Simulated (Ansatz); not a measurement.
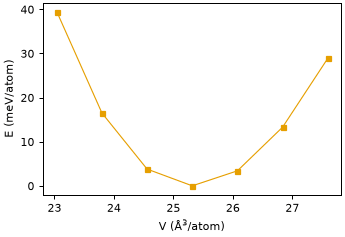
Fig. 1. Y3Si in space group Fm-3m (No. 225; Si on 4a, Y on 4b, Y on 8c) under volume change, PBE in the plane-wave PAW code Ansatz, scaled uniformly.

Problem. What does a third-order Birch–Murnaghan fit give for V₀, B₀ and B′?

Solution. V₀ = 25.32 Å³/atom, B₀ = 52.9 GPa, B′ = 4.0.

A made-up cell: these elements were put on the sites of a structure type; neither database checked (COD, Materials Project) lists it. Whether it is the stable phase at ambient conditions was not checked. Symmetry was held in the PBE relaxation; whether a distortion lowers the energy is not shown. No spin polarisation was allowed.

Potentials: the later of the program's two PAW sets.
